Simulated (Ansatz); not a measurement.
## CH₉AlOSi₂: geometry relaxation (part 2 of 2)

Continued. System: CH₉AlOSi₂. Method: RKS PBE-D4/def2-SVP (Ansatz 0.2.0). The geometry: force-field start.

Geometry of the input (Å):
```
C  -1.5514  1.0123  1.3567
Al 0.1800  0.2957  1.7964
O  1.5669  0.5463  0.6352
Si 1.6442  -0.7618  -0.4625
Si 0.0897  -0.3972  -2.1090
H  -1.9211  1.7683  2.1460
H  -1.5059  1.6087  0.3874
H  -2.2984  0.2508  1.2430
H  0.3811  -0.5344  3.1767
H  2.9017  -0.8934  -1.0509
H  1.2643  -2.0503  0.2330
H  -1.2465  -0.3258  -1.5031
H  0.3511  0.9170  -2.7588
H  0.1315  -1.4655  -3.0612
```

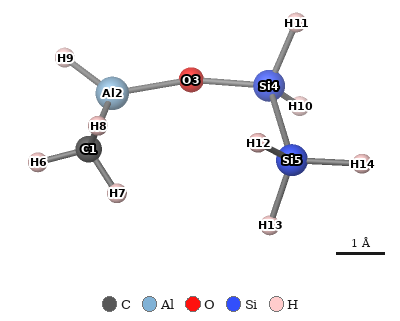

The geometry at step 13 of the log (ball-and-stick view, seen at a tilt; atoms are numbered from 1 in the order of the input).

### Trajectory as extended XYZ, continued
```
14
Properties=species:S:1:pos:R:3:forces:R:3 step=6 energy=-25559.79927
C    -1.6129    1.1701    1.5271    0.0051   0.0009   0.0334
Al    0.1054    0.3707    2.0117    0.0890   0.0405   0.1776
O     1.2714    0.0945    0.7597   -0.0106  -0.2519  -0.1092
Si    1.6287   -0.9093   -0.5370    0.0130   0.0342   0.1715
Si    0.1404   -0.4474   -2.3071   -0.0241   0.0121  -0.0324
H    -2.0250    1.8526    2.3009    0.0396  -0.0441  -0.0154
H    -1.5636    1.7173    0.5632   -0.0077  -0.0159   0.0041
H    -2.3516    0.3468    1.4011   -0.0372   0.0308  -0.0172
H     0.5280   -0.1009    3.4960   -0.0518   0.0894  -0.1953
H     3.0647   -0.7300   -0.9703   -0.0820   0.0227   0.0333
H     1.4460   -2.3619   -0.1304    0.0374   0.0961  -0.0575
H    -1.2722   -0.4492   -1.7741    0.0140  -0.0169   0.0007
H     0.3940    0.9066   -2.9187    0.0109  -0.0069   0.0116
H     0.2338   -1.4893   -3.3932    0.0043   0.0092  -0.0052
14
Properties=species:S:1:pos:R:3:forces:R:3 step=7 energy=-25559.83775
C    -1.6005    1.1828    1.5316   -0.0959   0.0032   0.0068
Al    0.1037    0.3823    2.0643   -0.0385   0.0488  -0.0198
O     1.1988   -0.0837    0.8139    0.0578  -0.1775  -0.0816
Si    1.6138   -0.9622   -0.5479   -0.0300   0.0490   0.1176
Si    0.1304   -0.4539   -2.3120   -0.0123   0.0104   0.0066
H    -2.0530    1.8451    2.2986    0.0550  -0.0043   0.0221
H    -1.5251    1.7522    0.5825    0.0476   0.0136  -0.0104
H    -2.3412    0.3731    1.3445    0.0071  -0.0265   0.0070
H     0.5600    0.0740    3.5647    0.0094   0.0337  -0.0417
H     3.0349   -0.6656   -0.9532   -0.0123   0.0235   0.0183
H     1.5223   -2.4447   -0.2572    0.0074   0.0350  -0.0145
H    -1.2866   -0.5052   -1.7959    0.0009  -0.0093  -0.0092
H     0.3703    0.9259   -2.8688   -0.0001  -0.0001   0.0142
H     0.2595   -1.4495   -3.4362    0.0041   0.0005  -0.0154
14
Properties=species:S:1:pos:R:3:forces:R:3 step=8 energy=-25559.85436
C    -1.6069    1.1945    1.5264   -0.0048  -0.0502  -0.0131
Al    0.0864    0.3898    2.0850    0.2304  -0.1200  -0.1720
O     1.1319   -0.2571    0.8572   -0.1040  -0.0148   0.1204
Si    1.6089   -1.0178   -0.5533   -0.0611   0.0476   0.1528
Si    0.1221   -0.4645   -2.3057   -0.0160   0.0227  -0.0660
H    -2.0510    1.8464    2.3070   -0.0057  -0.0086  -0.0309
H    -1.4849    1.7856    0.5930   -0.0354  -0.0253   0.0420
H    -2.3438    0.3877    1.3040    0.0345   0.0883   0.0062
H     0.6076    0.2461    3.5954   -0.0254   0.0185  -0.1208
H     3.0196   -0.5997   -0.9133   -0.1116  -0.0615   0.0279
H     1.5805   -2.5230   -0.3658    0.0507   0.1157  -0.0118
H    -1.3077   -0.5707   -1.8308    0.0393  -0.0158   0.0168
H     0.3364    0.9506   -2.7875   -0.0035  -0.0388   0.0192
H     0.2880   -1.3973   -3.4827    0.0125   0.0422   0.0294
14
Properties=species:S:1:pos:R:3:forces:R:3 step=9 energy=-25559.85617
C    -1.6029    1.1983    1.5138   -0.0393  -0.0212  -0.0481
Al    0.0862    0.3873    2.0769    0.0566  -0.0326   0.1157
O     1.0977   -0.3334    0.8829    0.0172  -0.0872  -0.1144
Si    1.5768   -1.0444   -0.5505    0.2828  -0.0821   0.1161
Si    0.1040   -0.4593   -2.3056    0.0268  -0.0461  -0.0061
H    -2.0352    1.8542    2.2974   -0.0214  -0.0030  -0.0192
H    -1.4737    1.7986    0.5863   -0.0185  -0.0295   0.0483
H    -2.3581    0.4115    1.2795    0.0743   0.0781   0.0319
H     0.6385    0.3052    3.5843   -0.0608   0.0263  -0.1485
H     2.9868   -0.6021   -0.8949   -0.1418   0.0125   0.0115
H     1.6534   -2.5556   -0.3810   -0.1235   0.1931  -0.0509
H    -1.3144   -0.6277   -1.8090    0.0410   0.0068  -0.1007
H     0.2984    0.9782   -2.7340   -0.0312  -0.0788   0.0637
H     0.3297   -1.3401   -3.5172   -0.0621   0.0636   0.1008
14
Properties=species:S:1:pos:R:3:forces:R:3 step=10 energy=-25559.87151
C    -1.5796    1.1897    1.4593    0.0425  -0.0008  -0.0073
Al    0.1010    0.3895    2.0600   -0.0247   0.0227   0.0156
O     1.1022   -0.3938    0.8992    0.0140   0.0287   0.1837
Si    1.5934   -1.0716   -0.5335    0.0125  -0.0520  -0.1657
Si    0.0885   -0.4510   -2.2386   -0.0034  -0.0020  -0.0473
H    -2.0279    1.8634    2.2163   -0.0167   0.0234   0.0169
H    -1.4411    1.7629    0.5186   -0.0049   0.0120  -0.0107
H    -2.3244    0.3966    1.2360   -0.0323  -0.0265  -0.0054
H     0.6487    0.3765    3.5567    0.0018   0.0042   0.0078
H     2.9830   -0.6052   -0.8819    0.0256   0.0022  -0.0015
H     1.6268   -2.5748   -0.4196    0.0037  -0.0215   0.0150
H    -1.3272   -0.6980   -1.7808   -0.0005  -0.0133  -0.0095
H     0.2193    1.0171   -2.5546   -0.0095   0.0098   0.0032
H     0.3245   -1.2306   -3.5083   -0.0080   0.0132   0.0053
14
Properties=species:S:1:pos:R:3:forces:R:3 step=11 energy=-25559.87401
C    -1.5712    1.1929    1.4526    0.0161   0.0069  -0.0185
Al    0.1061    0.3942    2.0666    0.0342  -0.0360  -0.0719
O     1.0955   -0.4359    0.9193   -0.0328   0.0743   0.1490
Si    1.5897   -1.0845   -0.5305    0.0006  -0.0578  -0.0503
Si    0.0864   -0.4521   -2.2355   -0.0741   0.0315  -0.0793
H    -2.0257    1.8714    2.2020   -0.0019   0.0171   0.0240
H    -1.4302    1.7633    0.5103    0.0087   0.0059  -0.0103
H    -2.3176    0.4015    1.2271   -0.0190  -0.0310  -0.0024
H     0.6600    0.4215    3.5618    0.0045  -0.0047  -0.0103
H     2.9800   -0.6088   -0.8679    0.0052   0.0086  -0.0027
H     1.6315   -2.5897   -0.4345   -0.0005  -0.0034   0.0002
H    -1.3305   -0.7509   -1.8059    0.0349   0.0026   0.0067
H     0.1776    1.0324   -2.5028   -0.0032  -0.0484   0.0111
H     0.3356   -1.1844   -3.5338    0.0272   0.0344   0.0549
14
Properties=species:S:1:pos:R:3:forces:R:3 step=12 energy=-25559.87592
C    -1.5629    1.1944    1.4398    0.0092   0.0188  -0.0103
Al    0.1126    0.3984    2.0635    0.0284  -0.0408  -0.0668
O     1.0962   -0.4596    0.9326   -0.0136   0.0530   0.0975
Si    1.5821   -1.0979   -0.5270   -0.0471   0.0066  -0.0144
Si    0.0744   -0.4487   -2.2242   -0.0455   0.0318  -0.0737
H    -2.0162    1.8810    2.1833    0.0035   0.0068   0.0156
H    -1.4209    1.7575    0.4932    0.0106   0.0014  -0.0102
H    -2.3112    0.4029    1.2210   -0.0157  -0.0284  -0.0022
H     0.6714    0.4475    3.5555    0.0022  -0.0006   0.0009
H     2.9674   -0.6122   -0.8696    0.0185  -0.0076  -0.0010
H     1.6218   -2.6031   -0.4410    0.0106  -0.0074  -0.0055
H    -1.3393   -0.8006   -1.8164    0.0722   0.0140  -0.0322
H     0.1324    1.0486   -2.4444   -0.0092  -0.1067   0.0149
H     0.3794   -1.1376   -3.5375   -0.0241   0.0592   0.0874
14
Properties=species:S:1:pos:R:3:forces:R:3 step=13 energy=-25559.87753
C    -1.5551    1.1941    1.4291    0.0007   0.0230   0.0018
Al    0.1187    0.4016    2.0621   -0.0225   0.0068  -0.0346
O     1.1069   -0.4587    0.9420    0.0213   0.0017   0.0236
Si    1.5768   -1.1022   -0.5211   -0.0396   0.0141  -0.0068
Si    0.0660   -0.4481   -2.2144   -0.0543   0.0468  -0.0874
H    -2.0072    1.8901    2.1653    0.0099  -0.0051   0.0029
H    -1.4135    1.7460    0.4757    0.0107  -0.0005  -0.0086
H    -2.3047    0.4005    1.2209   -0.0158  -0.0223  -0.0021
H     0.6742    0.4572    3.5524    0.0073   0.0030   0.0341
H     2.9633   -0.6291   -0.8708    0.0300   0.0128  -0.0137
H     1.6136   -2.6057   -0.4334   -0.0035  -0.0357  -0.0025
H    -1.3465   -0.8378   -1.8365    0.0841   0.0165  -0.0231
H     0.0952    1.0551   -2.3988   -0.0058  -0.1058   0.0199
H     0.3994   -1.0922   -3.5436   -0.0225   0.0447   0.0966
14
Properties=species:S:1:pos:R:3:forces:R:3 step=14 energy=-25559.87821
C    -1.5454    1.2001    1.4037    0.1358  -0.0744   0.0066
Al    0.1287    0.4119    2.0512   -0.0614  -0.0370   0.0525
O     1.1376   -0.4654    0.9606   -0.0184   0.0256  -0.0035
Si    1.5716   -1.1069   -0.5160    0.0392  -0.0159  -0.0069
Si    0.0523   -0.4456   -2.1950   -0.0282   0.0195   0.0004
H    -1.9843    1.9096    2.1346   -0.0041   0.0164  -0.0396
H    -1.3825    1.7266    0.4389   -0.0918   0.0050   0.0118
H    -2.2936    0.3970    1.2214    0.0046   0.0513  -0.0335
H     0.6425    0.4627    3.5591    0.0273   0.0104   0.0002
H     2.9563   -0.6399   -0.8901    0.0009  -0.0054   0.0030
H     1.5973   -2.6131   -0.4362    0.0039   0.0002   0.0050
H    -1.3416   -0.9035   -1.8499   -0.0123   0.0001  -0.0001
H     0.0280    1.0573   -2.3139   -0.0056   0.0074  -0.0025
H     0.4202   -1.0201   -3.5394    0.0100  -0.0033   0.0067
14
Properties=species:S:1:pos:R:3:forces:R:3 step=15 energy=-25559.88048
C    -1.5382    1.1947    1.3938    0.0570  -0.0518   0.0120
Al    0.1260    0.4000    2.0565   -0.0112   0.0267   0.0041
O     1.1374   -0.4705    0.9637    0.0069  -0.0097   0.0054
Si    1.5724   -1.1091   -0.5143   -0.0102   0.0180   0.0188
Si    0.0447   -0.4368   -2.1833   -0.0148  -0.0055  -0.0244
H    -1.9771    1.9133    2.1161   -0.0047   0.0044  -0.0227
H    -1.3820    1.7162    0.4253   -0.0304  -0.0049   0.0136
H    -2.2941    0.3988    1.2126   -0.0016   0.0311  -0.0135
H     0.6562    0.4717    3.5583   -0.0027  -0.0045   0.0015
H     2.9574   -0.6433   -0.8881   -0.0007  -0.0017  -0.0010
H     1.5969   -2.6153   -0.4370    0.0019  -0.0043  -0.0051
H    -1.3493   -0.9093   -1.8520    0.0151   0.0065   0.0045
H     0.0073    1.0676   -2.2968    0.0041  -0.0205   0.0026
H     0.4296   -1.0072   -3.5258   -0.0086   0.0161   0.0042
14
Properties=species:S:1:pos:R:3:forces:R:3 step=16 energy=-25559.88163
C    -1.5253    1.1838    1.3739    0.0053   0.0156   0.0184
Al    0.1317    0.3975    2.0592   -0.0060   0.0020   0.0028
O     1.1502   -0.4829    0.9799   -0.0001   0.0025   0.0077
Si    1.5711   -1.1072   -0.5083    0.0068  -0.0044   0.0032
Si    0.0342   -0.4291   -2.1681   -0.0033  -0.0013  -0.0009
H    -1.9684    1.9161    2.0805    0.0053  -0.0090  -0.0104
H    -1.3696    1.6938    0.3998   -0.0001  -0.0059  -0.0072
H    -2.2862    0.3923    1.1988   -0.0043  -0.0039  -0.0061
H     0.6452    0.4755    3.5667   -0.0013  -0.0015  -0.0074
H     2.9525   -0.6369   -0.8891    0.0016   0.0003  -0.0028
H     1.5992   -2.6142   -0.4443    0.0001   0.0000  -0.0023
H    -1.3569   -0.9020   -1.8297   -0.0005   0.0016   0.0025
H    -0.0018    1.0747   -2.2748   -0.0009   0.0003   0.0019
H     0.4111   -0.9905   -3.5158   -0.0026   0.0037   0.0007
14
Properties=species:S:1:pos:R:3:forces:R:3 step=17 energy=-25559.88223
C    -1.5071    1.1719    1.3388   -0.0287   0.0621   0.0145
Al    0.1383    0.3928    2.0572    0.0039  -0.0109   0.0130
O     1.1735   -0.4999    1.0025   -0.0023   0.0029  -0.0057
Si    1.5727   -1.1088   -0.4993    0.0011  -0.0031   0.0020
Si    0.0159   -0.4155   -2.1361    0.0092  -0.0053   0.0051
H    -1.9508    1.9268    2.0224    0.0201  -0.0331  -0.0206
H    -1.3450    1.6561    0.3523    0.0088  -0.0120   0.0030
H    -2.2744    0.3832    1.1794   -0.0020  -0.0123   0.0000
H     0.6274    0.4811    3.5725   -0.0029   0.0007  -0.0135
H     2.9485   -0.6340   -0.8955   -0.0026  -0.0029   0.0009
H     1.6001   -2.6168   -0.4523    0.0027   0.0088  -0.0003
H    -1.3689   -0.9075   -1.8018   -0.0072  -0.0051   0.0051
H    -0.0375    1.0888   -2.2163    0.0037   0.0113   0.0006
H     0.3944   -0.9475   -3.4949   -0.0039  -0.0010  -0.0040
14
Properties=species:S:1:pos:R:3:forces:R:3 step=18 energy=-25559.88238
C    -1.5046    1.1695    1.3291   -0.0260   0.0395   0.0075
Al    0.1357    0.3881    2.0567    0.0136   0.0033   0.0023
O     1.1761   -0.5035    1.0058   -0.0044   0.0002  -0.0112
Si    1.5749   -1.1082   -0.4979    0.0113  -0.0135  -0.0040
Si    0.0127   -0.4121   -2.1287    0.0079  -0.0036   0.0098
H    -1.9474    1.9300    2.0065    0.0147  -0.0253  -0.0179
H    -1.3374    1.6449    0.3391    0.0074  -0.0082   0.0098
H    -2.2735    0.3815    1.1728   -0.0033  -0.0061   0.0021
H     0.6227    0.4808    3.5719   -0.0060  -0.0030  -0.0056
H     2.9503   -0.6327   -0.8946   -0.0024   0.0042   0.0025
H     1.6065   -2.6160   -0.4543   -0.0024   0.0041   0.0012
H    -1.3689   -0.9059   -1.7823   -0.0063   0.0063   0.0005
H    -0.0357    1.0932   -2.2012   -0.0065   0.0037  -0.0019
H     0.3759   -0.9386   -3.4940    0.0024  -0.0017   0.0050
14
Properties=species:S:1:pos:R:3:forces:R:3 step=19 energy=-25559.88252
C    -1.5051    1.1675    1.3233   -0.0052   0.0132  -0.0031
Al    0.1350    0.3870    2.0528    0.0104  -0.0103   0.0020
O     1.1774   -0.5055    1.0042   -0.0051   0.0055   0.0033
Si    1.5796   -1.1097   -0.4988    0.0000   0.0020   0.0066
Si    0.0111   -0.4090   -2.1210    0.0072  -0.0065  -0.0094
H    -1.9471    1.9298    1.9979    0.0061  -0.0073  -0.0090
H    -1.3336    1.6382    0.3320   -0.0041  -0.0002   0.0062
H    -2.2740    0.3791    1.1687   -0.0003  -0.0020   0.0005
H     0.6172    0.4773    3.5691   -0.0010  -0.0003   0.0002
H     2.9541   -0.6303   -0.8933   -0.0016   0.0011  -0.0031
H     1.6134   -2.6173   -0.4553   -0.0024   0.0022  -0.0026
H    -1.3715   -0.8928   -1.7643   -0.0024   0.0013   0.0017
H    -0.0314    1.0962   -2.1986   -0.0011   0.0044   0.0034
H     0.3621   -0.9398   -3.4879   -0.0007  -0.0030   0.0033
```

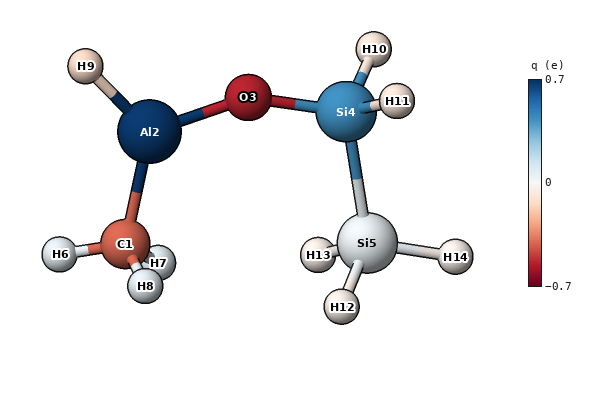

Mulliken charges, as the colour of each atom (ball-and-stick view, seen at a tilt; atoms are numbered from 1 in the order of the input). By element: C −0.40, Al +0.67, O −0.53, Si +0.04 to +0.43 and H −0.14 to +0.07 e.

### Summary

```csv
quantity,value
outcome,converged
total energy,−25559.8826 eV
mean-field energy,−25559.5591 eV
dispersion energy,−0.3234 eV
SCF solution under orbital rotations,stable
largest force (length of the vector) at the end,0.015 eV/Å
dipole moment,1.02 D
hardware,"4 threads of Arm Neoverse V1, 23 GiB of memory available, shared host"
wall time,37 s (CPU time 2.3 min)
peak memory,0.18 GiB
```
